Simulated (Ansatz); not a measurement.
# Calculations on GaH3OCl

Part 1: Relaxation

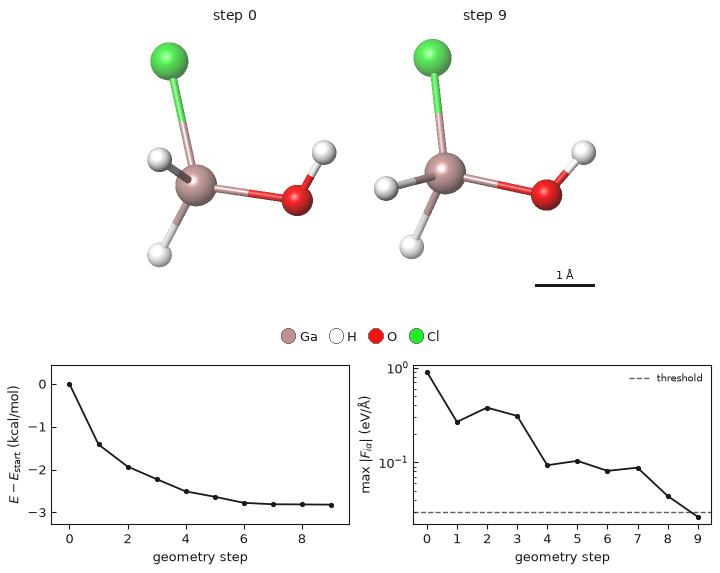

First and last geometry of a relaxation of GaH3OCl (multiplicity 2), with the history of the run. Style: ball-and-stick. Shown at a tilt.

The run prepares an end point of a later path (reaction) calculation, from a guessed geometry.

Method: Ansatz 0.2.0, UKS PBE/def2-SVP.

The input:
```yaml
crystal:
  periodic: [false, false, false]
  atoms:
    - { symbol: Ga, position_ang: [-0.166403, -0.025734, 0.387992] }
    - { symbol: H, position_ang: [-0.100231, -1.493908, 1.019832] }
    - { symbol: O, position_ang: [1.27518, -0.202168, -0.728461] }
    - { symbol: H, position_ang: [2.135735, -0.302402, -0.273779] }
    - { symbol: H, position_ang: [-1.478097, 0.484435, -0.278416] }
    - { symbol: Cl, position_ang: [0.374316, 0.587876, 2.452933] }
magnetization:
  spin_polarized: true
  initial_magnetization: 1
basis:
  gaussian: { orbitals: def2-SVP }
hamiltonian:
  xc: pbe
relax:
  f_tol: 0.03
  max_steps: 50
```

Run as
```bash
ansatz run input.yaml --threads 2 --pin off --max-ram 3072MiB --backend cpu --events-out ev --progress --plain --runs-dir out
```

**Did the run converge, and what did it change?**

It converged. H2 moves most after the best rigid fit: 0.63 Å. By element the largest moves are H 0.63 Å, Cl 0.30 Å, Ga 0.30 Å, O 0.17 Å. Among the contacts that change: Ga1–H5 1.557 → 1.632 Å, Ga1–Cl6 2.221 → 2.188 Å, Ga1–H2 1.600 → 1.632 Å. Bond angles that change, for instance: H2–Ga1–Cl6 82.9° → 114.5°, H2–Ga1–H5 120.3° → 94.8°, H2–Ga1–O3 96.9° → 109.1°. After 9 geometry steps the energy has fallen by 2.82 kcal/mol. Largest force component: 0.9 eV/Å at the start, 0.027 eV/Å at the end. The run took 12 s on 2 threads of Intel(R) Xeon(R) Platinum 8488C (Sapphire Rapids), on a shared host, peak memory 0.19 GiB.

Part 2: Relaxation

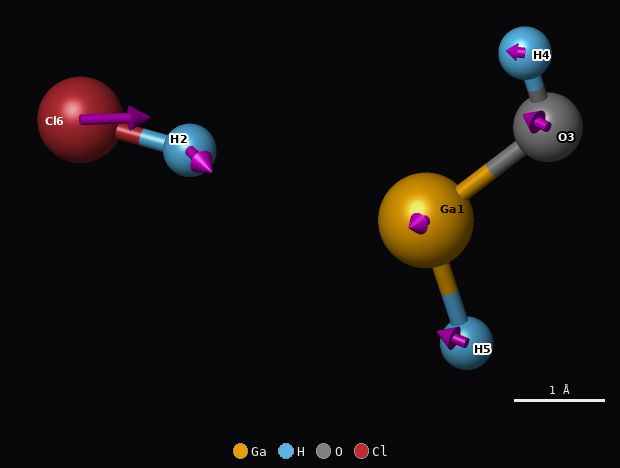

This is a relaxation of GaH3OCl (multiplicity 2). The starting structure is drawn; purple arrows show the displacements, at their true length. The two geometries are superimposed by the best rigid fit.

Style: ball-and-stick. Shown at a tilt.

The run prepares an end point of a later path (reaction) calculation, from a guessed geometry.

Computed with UKS PBE/def2-SVP (Ansatz). Set-up: collinear spin; force threshold 0.03 eV/Å; at most 50 steps.

Atoms of which element are displaced furthest, and by how much?

Answer. Chlorine: up to 0.82 Å, against 0.49 Å for hydrogen.

What happened in the run?

Answer. The largest move after the best rigid fit is that of Cl6, 0.82 Å. Largest moves by element: Cl 0.82 Å, H 0.49 Å, O 0.39 Å, Ga 0.32 Å. Near-neighbour distances that change, for instance: Ga1–Cl6 4.058 → 3.251 Å, Ga1–H2 2.766 → 2.291 Å, H2–Cl6 1.344 → 1.334 Å, Ga1–H5 1.612 → 1.606 Å. After 15 accepted moves (18 points after the start) the energy has fallen by 0.072 eV. Largest force component: 0.79 eV/Å at the start, 0.0062 eV/Å at the end. The line search rejected the trial steps at points 4, 11, 15 of the run. The forces were under the threshold at step 16, but the run went on from there. The run took 18 s on 2 threads of Intel(R) Xeon(R) Platinum 8488C (Sapphire Rapids), on a shared host, peak memory 0.19 GiB.

Limits of the set-up: the start holds two separate molecules, 2.8 Å apart at their closest, whose relative position is a soft coordinate and is computed without a dispersion correction.

Part 3: Path

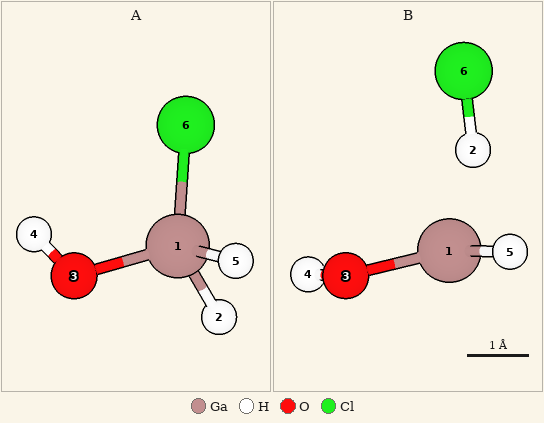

The two relaxed end points of a path for GaH₃OCl (multiplicity 2). A ball-and-stick model, seen at a tilt.

Method: Ansatz, UKS PBE/def2-SVP.

Run with 9 movable images; climbing image; force threshold 0.05 eV/Å; iteration limit 60.

Start:
```xyz
6

Ga   -0.0226   -0.2167    0.5594
H    -0.6527   -1.7041    0.7920
O     1.3560   -0.3316   -0.6433
H     2.1817    0.0898   -0.3302
H    -1.3427    0.3735   -0.1963
Cl    0.5207    0.8371    2.3985
```

End:
```xyz
6

Ga   -0.1139   -0.3600   -0.1871
H    -0.1097   -0.8655    2.0476
O     1.4434    0.1371   -0.9684
H     2.2329   -0.3448   -0.6599
H    -1.3994    0.4601   -0.6922
Cl   -0.0129    0.0212    3.0401
```

What barrier does the band find between them, and by what path?

Answer. Forward barrier 38.4 kJ/mol, backward barrier 12.0 kJ/mol, with image 7 at the top; the reaction energy is +26.5 kJ/mol. Breaking: Ga1–Cl6 (2.19 → 2.65 at the top → 3.25 Å), Ga1–H2 (1.63 → 1.79 at the top → 2.29 Å). Forming: H2–Cl6 (3.23 → 1.59 at the top → 1.33 Å). The band converged in 19 iterations. The largest component of the band force went from 39 to 0.023 eV/Å. The climbing image converged on the top of the path. Its vibrational analysis gives one imaginary mode (366i cm⁻¹), as a transition state must have.

Energies of the converged images:

| image | path (Å) | E (kJ/mol) |
| --- | --- | --- |
| 0 | 0.00 | 0.0 |
| 1 | 0.28 | 0.8 |
| 2 | 0.55 | 2.9 |
| 3 | 0.83 | 6.0 |
| 4 | 1.11 | 9.7 |
| 5 | 1.38 | 16.6 |
| 6 | 1.66 | 29.9 |
| 7 | 1.93 | 38.4 |
| 8 | 2.22 | 32.2 |
| 9 | 2.51 | 27.4 |
| 10 | 2.79 | 26.5 |

The geometry at the top of the path:

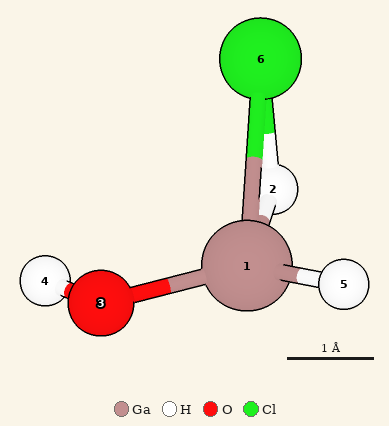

Cost: 3 min on 2 threads of Intel(R) Xeon(R) Platinum 8488C (Sapphire Rapids), on a shared host, peak memory 0.19 GiB.
